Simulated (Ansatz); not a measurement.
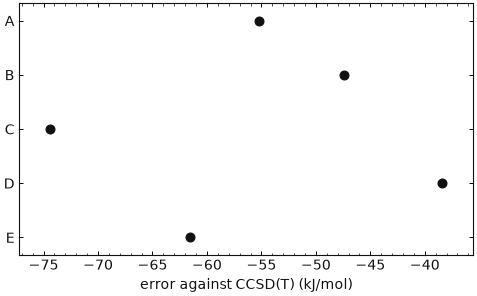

Error in the electronic atomisation energy (method less reference, so positive means overbinding) of C₂H₉AlOS, SMILES [CH3][Al-]([CH3])([OH])[SH2+], singlet: functionals in def2-TZVPP against frozen-core CCSD(T) at the limit (MP2 extrapolated from triple and quadruple zeta, plus CCSD(T) less MP2 in a smaller set), which gives 4904.0 kJ/mol, at a PBE0-D4/def2-TZVP geometry (a minimum by its frequencies), no zero-point or spin-orbit term, the Ansatz code 0.2.0. The reference leaves out core correlation, a term that grows with the number of heavy atoms. B2PLYP and PBE-QIDH hold a correlation term that converges slowly with the basis, so part of the distance to the limit is basis error. No dispersion term is added to LC-wPBE, B2PLYP and PBE-QIDH.

Question: The letters stand for B2PLYP, BLYP-D4, LC-wPBE, PBE-QIDH and PBE0-D4. Which is which?

Answer: A: LC-wPBE (−55.2 kJ/mol); B: BLYP-D4 (−47.4 kJ/mol); C: B2PLYP (−74.4 kJ/mol); D: PBE0-D4 (−38.4 kJ/mol); E: PBE-QIDH (−61.5 kJ/mol).
